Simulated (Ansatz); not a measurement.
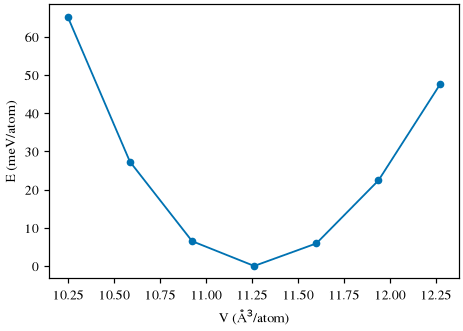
*AlCo (CsCl type, Pm-3m) under volume change, r²SCAN (plane waves, PAW; program Ansatz), scaled uniformly.*

Question: What does a third-order Birch–Murnaghan fit give for V₀, B₀ and B′?

Answer: V₀ = 11.26 Å³/atom, B₀ = 194 GPa, B′ = 4.5.

Symmetry was held in the r²SCAN relaxation. Magnetic state: ferromagnetic, the only order run, not a proven ground state. The cell computed holds one magnetic atom, so no antiferromagnetic order was within reach. Other orbital occupations within this spin state were not tried.

Potentials: the later of the program's two PAW sets.
